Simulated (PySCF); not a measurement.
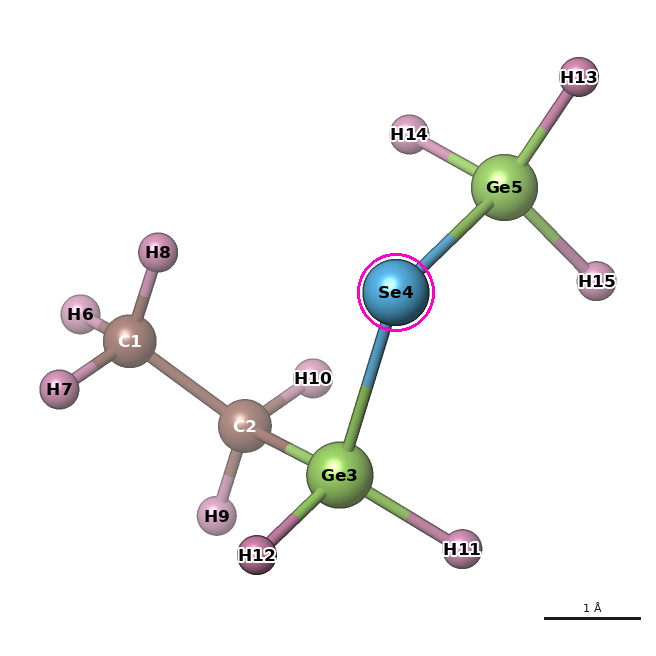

Orthographic view. Atoms fade into the background with distance from the viewer. The computed structure is the end point of a PBE0-D3(BJ)/def2-SVP optimisation. No frequency run is at hand to confirm it as a minimum.

Name the neighbours of the circled atom.

The circled atom is Se4; it is bonded to Ge3, Ge5.

Of C1 and H6, which is nearer the viewer?

C1; the bond to H6 points away from the viewer, so it looks shorter than its 1.10 Å.

What is the shortest path along bonds from the circled atom to H10?

Se4–Ge3–C2–H10, 3 bonds; through space the two are 3.77 Å apart.
